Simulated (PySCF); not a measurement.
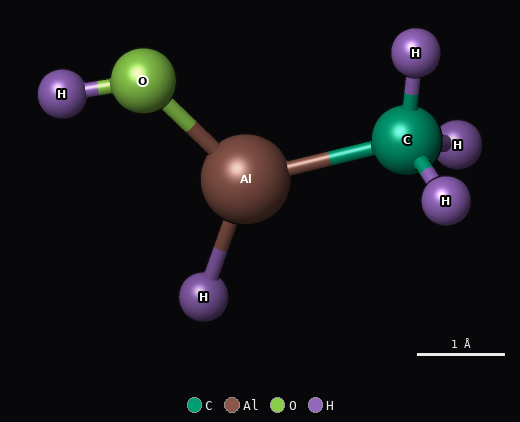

Fig. 1: The input geometry (ball-and-stick view, seen at a tilt). Sticks mark near contacts. Bond lengths as drawn: Al–C 1.94 Å, Al–H 1.59 Å, Al–O 1.70 Å, C–H 1.09 Å and H–O 0.96 Å.

Single-point calculation of CH5AlO

CH5AlO, computed with HF/6-31G*, RHF (PySCF 2.14.0).

The geometry comes from this level: PBE0-D4/def2-TZVP.

Output:
```
PySCF version 2.14.0

[INPUT] num. atoms = 8
[INPUT] num. electrons = 32
[INPUT] charge = 0
[INPUT] spin (= nelec alpha-beta = 2S) = 0
[INPUT] symmetry False subgroup None
[INPUT] Mole.unit = bohr
[INPUT] Symbol           X                Y                Z      unit          X                Y                Z       unit  Magmom
[INPUT]  1 C     -0.777900025242   0.982200000239  -0.070900221073 AA   -1.470018000000   1.856089000000  -0.133982000000 Bohr   0.0
[INPUT]  2 Al     0.579699875955  -0.394199979731  -0.239899842685 AA    1.095474000000  -0.744930000000  -0.453345000000 Bohr   0.0
[INPUT]  3 O      0.544600080732  -1.676400066030   0.876800070900 AA    1.029145000000  -3.167937000000   1.656912000000 Bohr   0.0
[INPUT]  4 H     -0.325100019529   1.954500153217   0.149299941580 AA   -0.614350000000   3.693470000000   0.282136000000 Bohr   0.0
[INPUT]  5 H     -1.491400242270   0.755399939411   0.724300194725 AA   -2.818338000000   1.427499000000   1.368729000000 Bohr   0.0
[INPUT]  6 H     -1.335699902324   1.104999805451  -1.004800100563 AA   -2.524107000000   2.088147000000  -1.898797000000 Bohr   0.0
[INPUT]  7 H      1.716800100198  -0.394500023209  -1.350199887080 AA    3.244282000000  -0.745497000000  -2.551508000000 Bohr   0.0
[INPUT]  8 H      1.181199736292  -2.389100167115   0.859500209520 AA    2.232144000000  -4.514745000000   1.624220000000 Bohr   0.0

nuclear repulsion = 98.9765189435863
number of shells = 30
number of NR pGTOs = 125
number of NR cGTOs = 56
basis = 6-31g*
ecp = {}

******** <class 'pyscf.scf.hf.RHF'> ********
method = RHF
initial guess = minao
damping factor = 0
level_shift factor = 0
DIIS = <class 'pyscf.scf.diis.CDIIS'>
diis_start_cycle = 1
diis_space = 8
diis_damp = 0
SCF conv_tol = 1e-08
SCF conv_tol_grad = None
SCF max_cycles = 60
direct_scf = True
direct_scf_tol = 1e-08
Set gradient conv threshold to 0.0001
Initial guess from minao.
init E= -357.458456094201
  HOMO = -0.304570537242074  LUMO = 0.0334748039675405  gap/eV = 9.19868
cycle= 1 E= -357.510868516429  delta_E= -0.0524  |g|= 0.566  |ddm|= 2.12
  HOMO = -0.371713863339232  LUMO = 0.0859292224272594  gap/eV = 12.45310
cycle= 2 E= -357.563217755329  delta_E= -0.0523  |g|= 0.354  |ddm|= 0.601
  HOMO = -0.404848386093487  LUMO = 0.0821076563110141  gap/eV = 13.25075
cycle= 3 E= -357.587010861228  delta_E= -0.0238  |g|= 0.0419  |ddm|= 0.232
  HOMO = -0.405896021706634  LUMO = 0.0841353499982329  gap/eV = 13.33443
cycle= 4 E= -357.587770832033  delta_E= -0.00076  |g|= 0.00595  |ddm|= 0.0671
  HOMO = -0.405441988276553  LUMO = 0.0842139073409371  gap/eV = 13.32422
cycle= 5 E= -357.587791124364  delta_E= -2.03e-05  |g|= 0.00153  |ddm|= 0.0117
  HOMO = -0.406012578439011  LUMO = 0.0840647808163286  gap/eV = 13.33568
cycle= 6 E= -357.587792285647  delta_E= -1.16e-06  |g|= 0.000516  |ddm|= 0.00296
  HOMO = -0.405973422251409  LUMO = 0.0840595078320301  gap/eV = 13.33448
cycle= 7 E= -357.587792478358  delta_E= -1.93e-07  |g|= 0.000113  |ddm|= 0.000912
  HOMO = -0.405984202744977  LUMO = 0.08406374149118  gap/eV = 13.33488
cycle= 8 E= -357.587792551117  delta_E= -7.28e-08  |g|= 2.11e-05  |ddm|= 0.000269
  HOMO = -0.405986920718174  LUMO = 0.0840614075297519  gap/eV = 13.33489
cycle= 9 E= -357.58779261963  delta_E= -6.85e-08  |g|= 4.38e-06  |ddm|= 5.24e-05
  HOMO = -0.405986710775649  LUMO = 0.0840616552068085  gap/eV = 13.33490
cycle= 10 E= -357.587792838153  delta_E= -2.19e-07  |g|= 1.4e-06  |ddm|= 1.25e-05
  HOMO = -0.405986855038816  LUMO = 0.0840615587916043  gap/eV = 13.33490
cycle= 11 E= -357.587792877701  delta_E= -3.95e-08  |g|= 1.69e-06  |ddm|= 3.34e-06
  HOMO = -0.405986842370737  LUMO = 0.0840615687880533  gap/eV = 13.33490
cycle= 12 E= -357.587793412756  delta_E= -5.35e-07  |g|= 2.12e-06  |ddm|= 1.24e-06
  HOMO = -0.405986814934778  LUMO = 0.0840615840873609  gap/eV = 13.33490
cycle= 13 E= -357.587792994011  delta_E= 4.19e-07  |g|= 1.89e-06  |ddm|= 1.27e-06
  HOMO = -0.405986802571136  LUMO = 0.0840615849987403  gap/eV = 13.33490
cycle= 14 E= -357.587792796927  delta_E= 1.97e-07  |g|= 1.37e-06  |ddm|= 1.23e-06
  HOMO = -0.405986827788499  LUMO = 0.0840615560315778  gap/eV = 13.33490
cycle= 15 E= -357.587792646377  delta_E= 1.51e-07  |g|= 1.48e-06  |ddm|= 1.24e-06
  HOMO = -0.405986827527839  LUMO = 0.0840615527452528  gap/eV = 13.33490
cycle= 16 E= -357.587792746768  delta_E= -1e-07  |g|= 1.47e-06  |ddm|= 7.7e-07
  HOMO = -0.40598682713937  LUMO = 0.084061552653333  gap/eV = 13.33490
cycle= 17 E= -357.587792817124  delta_E= -7.04e-08  |g|= 1.53e-06  |ddm|= 3.07e-07
  HOMO = -0.405986811890605  LUMO = 0.0840615609138964  gap/eV = 13.33490
cycle= 18 E= -357.587793029875  delta_E= -2.13e-07  |g|= 1.51e-06  |ddm|= 6e-07
  HOMO = -0.405986807321675  LUMO = 0.0840615618136855  gap/eV = 13.33490
cycle= 19 E= -357.587793320833  delta_E= -2.91e-07  |g|= 1.47e-06  |ddm|= 1.37e-06
  HOMO = -0.405986853977322  LUMO = 0.0840615317308968  gap/eV = 13.33490
cycle= 20 E= -357.587793519458  delta_E= -1.99e-07  |g|= 1.26e-06  |ddm|= 1.45e-06
  HOMO = -0.405986883623556  LUMO = 0.0840614981900853  gap/eV = 13.33490
cycle= 21 E= -357.587793595541  delta_E= -7.61e-08  |g|= 1.29e-06  |ddm|= 1.83e-06
  HOMO = -0.405986904714117  LUMO = 0.0840614895911531  gap/eV = 13.33490
cycle= 22 E= -357.587794112486  delta_E= -5.17e-07  |g|= 1.54e-06  |ddm|= 9.22e-07
  HOMO = -0.405986905531706  LUMO = 0.0840614689978385  gap/eV = 13.33490
cycle= 23 E= -357.587794122122  delta_E= -9.64e-09  |g|= 1.91e-06  |ddm|= 1.47e-06
  HOMO = -0.405986944833396  LUMO = 0.0840613694282855  gap/eV = 13.33489
```

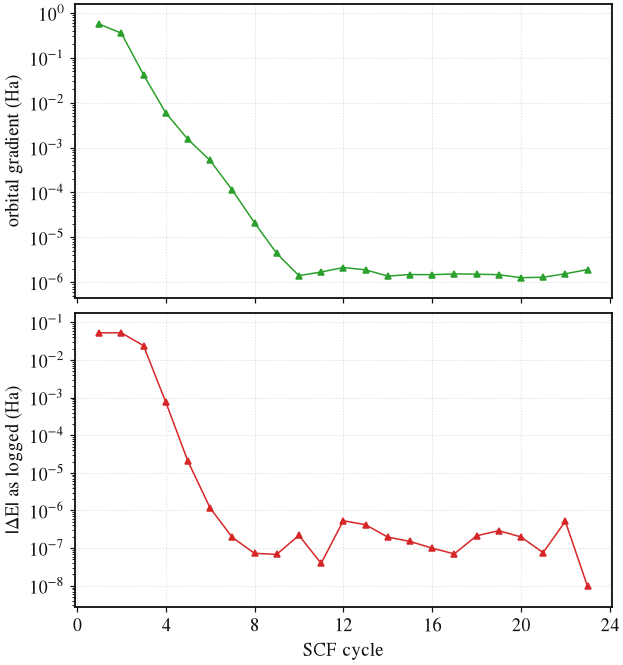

Fig. 2: Convergence of the self-consistent field: orbital gradient and size of the energy change against the SCF cycle. The residual lingers near 1.5 × 10⁻⁶ from about step 9 to 23 before it falls again.

```
Extra cycle  E= -357.587794082432  delta_E= 3.97e-08  |g|= 1.37e-06  |ddm|= 4.89e-06
converged SCF energy = -357.587794082432
E(HF) = -357.587794082
```

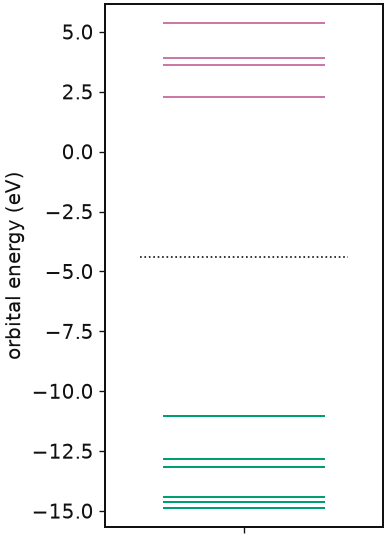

Fig. 3: Orbital energies near the frontier; the dotted line parts filled from empty levels, and levels within 0.02 eV of each other stand side by side. Highest filled −11.05 eV, lowest empty 2.29 eV, 13.34 eV apart.

The run was set up as follows.

The input (calc.py):
```python
from pyscf import gto, scf

mol = gto.M(
    atom='''
C     -1.470018     1.856089    -0.133982
Al     1.095474    -0.744930    -0.453345
O      1.029145    -3.167937     1.656912
H     -0.614350     3.693470     0.282136
H     -2.818338     1.427499     1.368729
H     -2.524107     2.088147    -1.898797
H      3.244282    -0.745497    -2.551508
H      2.232144    -4.514745     1.624220
''',
    max_memory=40,
    verbose=4,
    spin=0,
    basis='6-31g*',
    charge=0,
    unit='bohr',
)

mf = scf.RHF(mol)
mf.conv_tol = 1e-08
mf.direct_scf_tol = 1e-08
mf.max_cycle = 60
mf.kernel()

e_tot = mf.e_tot
print('E(%s) = %.9f' % ('HF', e_tot))
```

Command:
```bash
OMP_NUM_THREADS=1 python calc.py
```

Results in brief:

| quantity | value |
| --- | --- |
| outcome | converged |
| total energy | −357.587794 hartree |
| basis functions | 56 |
| HOMO | −11.05 eV |
| LUMO | 2.29 eV |
| dipole moment | 0.97 D |
| hardware | 1 thread of Arm Neoverse V1, 24 GiB of memory available, shared host |
| wall time | 3.3 s |
| peak memory | 0.1 GiB |
